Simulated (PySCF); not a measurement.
BCl3, SMILES `ClB(Cl)Cl`.

PySCF calculation, PBE/def2-TZVP, gas phase; geometry: GFN2-xTB. No frequency check shows the geometry to be a minimum. A basis without diffuse functions makes polarisabilities too small. GFN2-xTB bond lengths at metals and heavier atoms can be off by up to 0.1 Å and shapes distorted, which carries into these values.

Geometry (Å), atoms numbered from 1:

```
Cl1     -1.7201   -0.1071    0.0000
B2       0.0001    0.0000    0.0000
Cl3      0.9528   -1.4361    0.0000
Cl4      0.7673    1.5432    0.0000
```

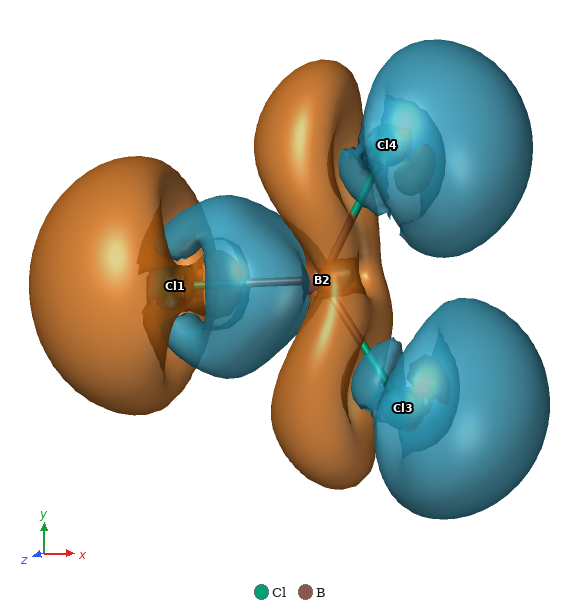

Change of the electron density in a uniform field of 0.21 V/Å, surfaces at ±0.001 e/Å³ (light blue: gain, orange: loss).

The field was applied in both directions; the picture shows the one opposite to the script's first.

Q: Along which Cartesian direction does the field point?

A: Along −x: electrons gather on the +x side, against the field.

Q: How large is the response?

A: The induced dipole is 0.59 D (along the field); α along this axis, from the fields in both directions, is 58 bohr³ (8.5 Å³).
